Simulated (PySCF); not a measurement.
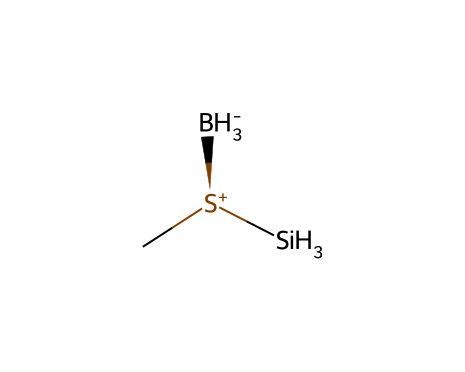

Computed geometry: GFN2-xTB optimisation. No frequency run is at hand to confirm it as a minimum. Level of theory: PBE0/pcSseg-1, gas phase (PySCF 2.14.0).

> What is the dipole moment?

4.80 D.

> Estimate the LUMO energy (Kohn–Sham orbital).

−0.61 eV.

> Estimate the HOMO energy (Kohn–Sham orbital).

−7.90 eV.

The geometry is semi-empirical. Around B, Si such bond lengths and angles can be off by a tenth of an ångström or more and by several degrees, and values that hang on the shape move with them.
